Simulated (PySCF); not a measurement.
H6AlNO5Si, SMILES [OH][Al]([OH])[NH][Si](O)(O)O at its B3LYP/def2-SVP optimised geometry (Å):

```
14

Si     1.6643    -0.4428    -0.1520
O      0.6235    -1.7489    -0.0285
O      2.4773    -0.5992    -1.5898
O      2.8842    -0.4605     0.9806
N      0.6269     0.9095     0.0000
Al    -1.1705     0.9095     0.0000
O     -1.9312     2.4308     0.0000
O     -2.0413    -0.5530     0.0295
H      0.9520    -2.5554    -0.4450
H      3.4367    -0.5214    -1.5288
H      2.6325    -0.2176     1.8791
H      1.0893     1.8173     0.0114
H     -2.8842     2.5554     0.0003
H     -1.4670    -1.3340     0.0371
```

Calculation: B3LYP/def2-TZVP in PySCF 2.14.0. Cells within 0.4 Å of a nucleus heavier than hydrogen are left out (blank, or x).

Map of the Laplacian of the electron density (e/bohr⁵), clipped to [-1.50, 1.50] on the plane z = 0.0 Å:

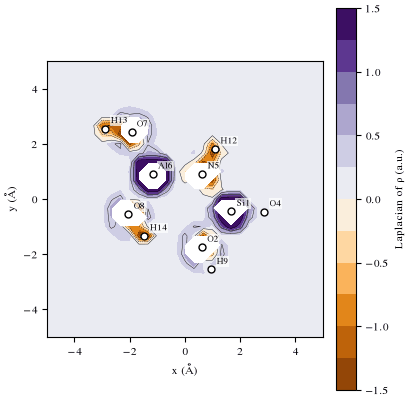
*Laplacian of the electron density (e/bohr⁵), clipped to [-1.50, 1.50] on the plane z = 0.0 Å.*
